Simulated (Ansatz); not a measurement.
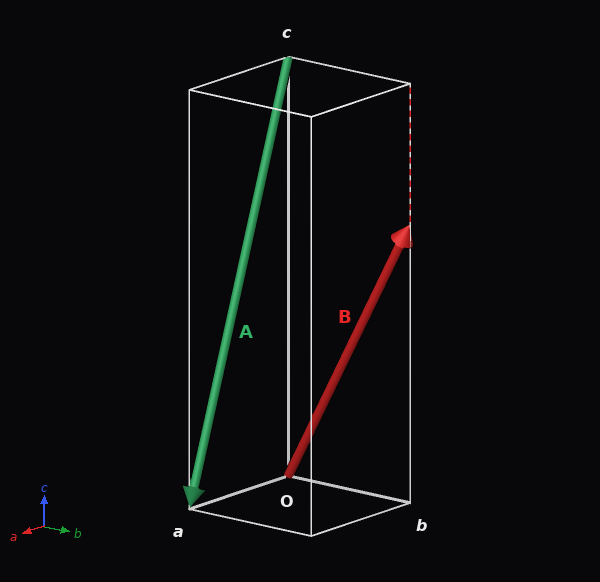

Each arrow starts at a corner of the unit cell and ends on its surface; where a tip isn't a corner, dashed lines run from it parallel to the axes. Crystal: CsH₃, the geometry relaxed with Ansatz, DFT PBE, scalar-relativistic, plane waves, PAW; the starting structure was generated, so it need not be a known form of this composition. The drawing is computed from the coordinates (standard cell, symmetry found to 0.002 Å).

a = 3.776 Å, b = 3.776 Å, c = 10.472 Å, α = 90.00°, β = 90.00°, γ = 90.00°.

### Which lattice directions are drawn?

Arrow A runs from (0, 0, 1) to (1, 0, 0), so [1 0 −1]; Arrow B runs from (0, 0, 0) to (0, 1, 2/3), so [0 3 2].

### How long is the vector ua + vb + wc in each case, and what angles do the directions make?

A 11.132 Å; B 23.811 Å. A–B: 145.8°.
